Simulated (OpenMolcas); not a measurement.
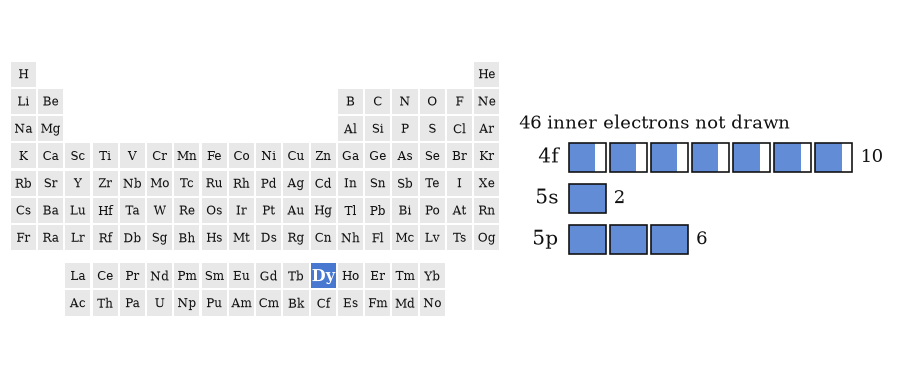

Left, the place of dysprosium in the periodic table; right, the outer shells of the leading configuration of the lowest level: a box for each of the 2l + 1 orbitals, shaded by the share of the shell that is filled, with the electron count at the right.

## Run report: Dy²⁺, multiconfigurational calculation (part 1 of 2)

Dy²⁺, among 6 point charges of −0.75 e at 2.41 Å, tetragonal octahedron (D4h), axial distortion 1.2, whose field is part of the energies. Computed at this level: state-averaged CASSCF, active space 10 electrons in the shell 4f, basis ANO-RCC-VDZP, DKH2 scalar Hamiltonian, spin-orbit coupling by RASSI with atomic mean-field integrals (OpenMolcas).

Input:
```
&GATEWAY
Coord
1

Dy 0.0 0.0 0.0
Basis=ANO-RCC-VDZP
Group=XYZ
NoMove
AngMom=0.0 0.0 0.0
AMFI
XField
3 Angstrom 0
2.410000 0.000000 0.000000 -0.750000
0.000000 2.410000 0.000000 -0.750000
0.000000 0.000000 2.892000 -0.750000
&SEWARD
&RASSCF
FileOrb=start.orb
Symmetry=1
Spin=5
nActEl=10 0 0
Inactive=15 12
Ras2=0 7
CIRoot=35 35 1
SDav=35
CIMx=300
Iter=120 100
PrWF=0.3
OrbListing=Nothing
MaxOrb=0
>>> COPY $Project.JobIph JOB001
&RASSCF
FileOrb=start.orb
Symmetry=1
Spin=3
nActEl=10 0 0
Inactive=15 12
Ras2=0 7
CIRoot=162 162 1
SDav=210
CIMx=300
Iter=120 100
PrWF=0.3
OrbListing=Nothing
MaxOrb=0
CIOnly
>>> COPY $Project.JobIph JOB002
&RASSCF
FileOrb=start.orb
Symmetry=1
Spin=1
nActEl=10 0 0
Inactive=15 12
Ras2=0 7
CIRoot=162 162 1
SDav=196
CIMx=300
Iter=120 100
PrWF=0.3
OrbListing=Nothing
MaxOrb=0
CIOnly
>>> COPY $Project.JobIph JOB003
&RASSI
NrOfJobIphs=3 33 106 31
1 2 3 4 5 6 7 8 9 10 11 12 13 14 15 16 17 18 19 20 21 22 23 24 25 26 27
28 29 30 31 32 33
1 2 3 4 5 6 7 8 9 10 11 12 13 14 15 16 17 18 19 20 21 22 23 24 25 26 27
28 29 30 31 32 33 34 35 36 37 38 39 40 41 42 43 44 45 46 47 48 49 50 51
52 53 54 55 56 57 58 59 60 61 62 63 64 65 66 67 68 69 70 71 72 73 74 75
76 77 78 79 80 81 82 83 84 85 86 87 88 89 90 91 92 93 94 95 96 97 98 99
100 101 102 103 104 105 106
1 2 3 4 5 6 7 8 9 10 11 12 13 14 15 16 17 18 19 20 21 22 23 24 25 26 27
28 29 30 31
IphNames
JOB001
JOB002
JOB003
EJob
SpinOrbit
DIPRint=1.0
SOCoupling=1000.0
Subsets=2
Property=9
'ANGMOM' 1 'ANGMOM' 2 'ANGMOM' 3 'MLTPL  1' 1 'MLTPL  1' 2 'MLTPL  1' 3
'AMFI' 1 'AMFI' 2 'AMFI' 3
SOProperty=3
'ANGMOM' 1 'ANGMOM' 2 'ANGMOM' 3
```

The file start.orb holds starting orbitals from an earlier step. A driver script formed the levels outside the program, from RASSI's spin-orbit matrix and the active-space energies, averaged over the components of each term or state.

Command:
```bash
OMP_NUM_THREADS=1 MOLCAS_MEM=2252 MOLCAS_PROJECT=a pymolcas a.inp > a.log  # once for each step of the input, in one work folder
```

The program's output (extracts):
```
--- SEWARD ---
Basis set label: DY.ANO-RCC...7S6P4D2F1G.

      Electronic valence basis set:
      ------------------
      Associated Effective Charge  66.000000 au
      Associated Actual Charge     66.000000 au
      Nuclear Model: Point charge

      Shell  nPrim  nBasis  Cartesian Spherical Contaminant
         s      25       7        X
         p      22       6        X
         d      15       4                 X
         f      11       2                 X
         g       4       1                 X
                  Relativistic Douglas-Kroll-Hess integrals:
                    - DKH order of Hamiltonian: 2
                    - DKH order of Properties : 0
                  Atomic mean-field integrals
--- RASSCF ---
Wave function specifications:
      -----------------------------

      Number of closed shell electrons          54
      Number of electrons in active shells      10
      Max number of holes in RAS1 space          0
      Max nr of electrons in RAS3 space          0
      Number of inactive orbitals               27
      Number of active orbitals                  7
      Number of secondary orbitals              34
      Spin quantum number                      2.0
      State symmetry                             1
Orbital specifications:
      -----------------------

      Symmetry species                           1   2
                                                ag  au
      Frozen orbitals                            0   0
      Inactive orbitals                         15  12
      Active orbitals                            0   7
      RAS1 orbitals                              0   0
      RAS2 orbitals                              0   7
      RAS3 orbitals                              0   0
      Secondary orbitals                        21  13
      Deleted orbitals                           0   0
      Number of basis functions                 36  32
      Number of CSFs                            35
      Number of root(s) required                35
      Iter CI   SX   CI       RASSCF       Energy    max ROT     max BLB   max BLB  Level Ln srch  Step   QN
          iter iter root      energy       change     param      element    value   shift minimum  type update
 Nr of preliminary CI iterations:   1
      Total energies have been shifted. Add               -12000.00 au
        1   1   11    0  -147.54884313    0.00E+00  -3.06E-02   14  27 2 -1.12E-01*  0.03   0.00    SX    NO
        2   1   10    0  -147.54452941    4.31E-03* -3.54E-02   13  26 2  1.35E-01*  0.00   0.00    SX    NO
        3   1   11    0  -147.53342354    1.11E-02*  4.41E-02   14  27 2 -1.66E-01*  0.09   0.00    SX    NO
        4   1    9    0  -147.51784523    1.56E-02* -5.30E-02   14  27 2  2.07E-01*  0.00   0.00    SX    NO
        5   1   11    0  -147.49787891    2.00E-02*  3.46E-02   14  27 2 -2.40E-01*  0.15   0.45    SX   YES
        6   1   10    0  -147.56216689   -6.43E-02*  6.16E-03   16  29 2  4.80E-02*  0.00   0.84    QN   YES
        7   1    9    0  -147.56472016   -2.55E-03*  5.52E-04   14  27 2 -3.97E-03*  0.00   0.93    QN   YES
        8   1    7    0  -147.56474037   -2.02E-05* -5.66E-05   10  18 1  1.29E-04*  0.00   1.00    QN   YES
        9   1    6    0  -147.56474040   -3.30E-08*  1.19E-05   12  22 2 -1.22E-05   0.00   1.00    QN   YES
       10   1    4    0  -147.56474040   -7.20E-10   1.03E-06   14  27 1  3.00E-06   0.00   0.93    QN   YES
      Convergence after 10 iterations
       11   1    4    0  -147.56474040   -1.46E-11   1.03E-06   14  27 1  2.26E-07   0.00   0.93    QN   YES
      Natural orbitals and occupation numbers for root  1
      sym 2:   1.284653   1.722655   1.173980   1.773889   1.173980   1.586191   1.284653
      Natural orbitals and occupation numbers for root  2
      sym 2:   1.003556   1.533987   1.463826   1.623310   1.534546   1.465431   1.375344
      Natural orbitals and occupation numbers for root  3
      sym 2:   1.463826   1.533987   1.534546   1.465431   1.003556   1.623310   1.375344
::    RASSCF root number  1 Total energy: -12147.64016761
::    RASSCF root number  2 Total energy: -12147.64012831
::    RASSCF root number  3 Total energy: -12147.64012831
::    RASSCF root number  4 Total energy: -12147.64007920
::    RASSCF root number  5 Total energy: -12147.63957579
::    RASSCF root number  6 Total energy: -12147.63945726
::    RASSCF root number  7 Total energy: -12147.63945726
::    RASSCF root number  8 Total energy: -12147.63926813
::    RASSCF root number  9 Total energy: -12147.63922993
::    RASSCF root number 10 Total energy: -12147.63908943
::    RASSCF root number 11 Total energy: -12147.63908943
::    RASSCF root number 12 Total energy: -12147.63900473
::    RASSCF root number 13 Total energy: -12147.63900420
::    RASSCF root number 14 Total energy: -12147.56582290
::    RASSCF root number 15 Total energy: -12147.56582290
::    RASSCF root number 16 Total energy: -12147.56479931
::    RASSCF root number 17 Total energy: -12147.56477657
::    RASSCF root number 18 Total energy: -12147.56443576
::    RASSCF root number 19 Total energy: -12147.56423150
::    RASSCF root number 20 Total energy: -12147.56423150
::    RASSCF root number 21 Total energy: -12147.56413622
::    RASSCF root number 22 Total energy: -12147.52256569
::    RASSCF root number 23 Total energy: -12147.52256569
::    RASSCF root number 24 Total energy: -12147.52247895
::    RASSCF root number 25 Total energy: -12147.52216220
::    RASSCF root number 26 Total energy: -12147.52183837
::    RASSCF root number 27 Total energy: -12147.52176878
::    RASSCF root number 28 Total energy: -12147.52161413
::    RASSCF root number 29 Total energy: -12147.52161413
::    RASSCF root number 30 Total energy: -12147.52130307
--- RASSCF ---
Wave function specifications:
      -----------------------------

      Number of closed shell electrons          54
      Number of electrons in active shells      10
      Max number of holes in RAS1 space          0
      Max nr of electrons in RAS3 space          0
      Number of inactive orbitals               27
      Number of active orbitals                  7
      Number of secondary orbitals              34
      Spin quantum number                      1.0
      State symmetry                             1
Orbital specifications:
      -----------------------

      Symmetry species                           1   2
                                                ag  au
      Frozen orbitals                            0   0
      Inactive orbitals                         15  12
      Active orbitals                            0   7
      RAS1 orbitals                              0   0
      RAS2 orbitals                              0   7
      RAS3 orbitals                              0   0
      Secondary orbitals                        21  13
      Deleted orbitals                           0   0
      Number of basis functions                 36  32
      Number of CSFs                           210
      Number of root(s) required               162
      Iter CI   SX   CI       RASSCF       Energy    max ROT     max BLB   max BLB  Level Ln srch  Step   QN
          iter iter root      energy       change     param      element    value   shift minimum  type update
 Nr of preliminary CI iterations:   1
        1   1    0    0-12147.46356683    0.00E+00   0.00E+00   15  28 2 -8.01E-03*  0.00   0.00    SX    NO
      Natural orbitals and occupation numbers for root  1
      sym 2:   1.394750   1.419680   1.469673   1.425427   1.469657   1.426080   1.394732
      Natural orbitals and occupation numbers for root  2
      sym 2:   1.394732   1.419680   1.469657   1.425427   1.469673   1.426080   1.394750
      Natural orbitals and occupation numbers for root  3
      sym 2:   1.405581   1.457380   1.400256   1.492042   1.405581   1.438905   1.400256
::    RASSCF root number  1 Total energy: -12147.55100015
::    RASSCF root number  2 Total energy: -12147.55100015
::    RASSCF root number  3 Total energy: -12147.55089518
::    RASSCF root number  4 Total energy: -12147.55089397
::    RASSCF root number  5 Total energy: -12147.55085316
::    RASSCF root number  6 Total energy: -12147.55085316
::    RASSCF root number  7 Total energy: -12147.55085113
::    RASSCF root number  8 Total energy: -12147.55084203
::    RASSCF root number  9 Total energy: -12147.55082148
::    RASSCF root number 10 Total energy: -12147.55082148
::    RASSCF root number 11 Total energy: -12147.55079988
::    RASSCF root number 12 Total energy: -12147.55076346
::    RASSCF root number 13 Total energy: -12147.55075905
::    RASSCF root number 14 Total energy: -12147.55075905
::    RASSCF root number 15 Total energy: -12147.55075637
::    RASSCF root number 16 Total energy: -12147.52672762
::    RASSCF root number 17 Total energy: -12147.52666535
::    RASSCF root number 18 Total energy: -12147.52666535
::    RASSCF root number 19 Total energy: -12147.52655850
::    RASSCF root number 20 Total energy: -12147.52624557
::    RASSCF root number 21 Total energy: -12147.52601789
::    RASSCF root number 22 Total energy: -12147.52601789
::    RASSCF root number 23 Total energy: -12147.52569969
::    RASSCF root number 24 Total energy: -12147.52566099
::    RASSCF root number 25 Total energy: -12147.52550166
::    RASSCF root number 26 Total energy: -12147.52550166
::    RASSCF root number 27 Total energy: -12147.51689918
::    RASSCF root number 28 Total energy: -12147.51684385
::    RASSCF root number 29 Total energy: -12147.51684385
::    RASSCF root number 30 Total energy: -12147.51671073
--- RASSCF ---
Wave function specifications:
      -----------------------------

      Number of closed shell electrons          54
      Number of electrons in active shells      10
      Max number of holes in RAS1 space          0
      Max nr of electrons in RAS3 space          0
      Number of inactive orbitals               27
      Number of active orbitals                  7
      Number of secondary orbitals              34
      Spin quantum number                      0.0
      State symmetry                             1
Orbital specifications:
      -----------------------

      Symmetry species                           1   2
                                                ag  au
      Frozen orbitals                            0   0
      Inactive orbitals                         15  12
      Active orbitals                            0   7
      RAS1 orbitals                              0   0
      RAS2 orbitals                              0   7
      RAS3 orbitals                              0   0
      Secondary orbitals                        21  13
      Deleted orbitals                           0   0
      Number of basis functions                 36  32
      Number of CSFs                           196
      Number of root(s) required               162
      Iter CI   SX   CI       RASSCF       Energy    max ROT     max BLB   max BLB  Level Ln srch  Step   QN
          iter iter root      energy       change     param      element    value   shift minimum  type update
 Nr of preliminary CI iterations:   1
        1   1    0    0-12147.38845712    0.00E+00   0.00E+00   15  28 2 -1.37E-02*  0.00   0.00    SX    NO
      Natural orbitals and occupation numbers for root  1
      sym 2:   1.216143   1.484983   1.356587   1.861866   1.356587   1.507691   1.216143
      Natural orbitals and occupation numbers for root  2
      sym 2:   1.216164   1.485161   1.356568   1.861870   1.356568   1.507505   1.216164
      Natural orbitals and occupation numbers for root  3
      sym 2:   1.316306   1.303863   1.814383   1.108455   1.814506   1.326498   1.315989
::    RASSCF root number  1 Total energy: -12147.49753072
::    RASSCF root number  2 Total energy: -12147.49753070
::    RASSCF root number  3 Total energy: -12147.49720383
::    RASSCF root number  4 Total energy: -12147.49720383
::    RASSCF root number  5 Total energy: -12147.49692958
::    RASSCF root number  6 Total energy: -12147.49692949
::    RASSCF root number  7 Total energy: -12147.49667816
::    RASSCF root number  8 Total energy: -12147.49667816
::    RASSCF root number  9 Total energy: -12147.49646264
::    RASSCF root number 10 Total energy: -12147.49643623
::    RASSCF root number 11 Total energy: -12147.49626666
::    RASSCF root number 12 Total energy: -12147.49626666
::    RASSCF root number 13 Total energy: -12147.49618371
::    RASSCF root number 14 Total energy: -12147.49596091
::    RASSCF root number 15 Total energy: -12147.49593414
::    RASSCF root number 16 Total energy: -12147.49593414
::    RASSCF root number 17 Total energy: -12147.49591461
::    RASSCF root number 18 Total energy: -12147.48060763
::    RASSCF root number 19 Total energy: -12147.48060763
::    RASSCF root number 20 Total energy: -12147.48056123
::    RASSCF root number 21 Total energy: -12147.48022535
::    RASSCF root number 22 Total energy: -12147.47989889
::    RASSCF root number 23 Total energy: -12147.46898566
::    RASSCF root number 24 Total energy: -12147.46875508
::    RASSCF root number 25 Total energy: -12147.46875508
::    RASSCF root number 26 Total energy: -12147.46837371
::    RASSCF root number 27 Total energy: -12147.46768971
::    RASSCF root number 28 Total energy: -12147.46724969
::    RASSCF root number 29 Total energy: -12147.46724969
::    RASSCF root number 30 Total energy: -12147.46715455
```

(Continued in part 2.) Outcome of the run: converged.
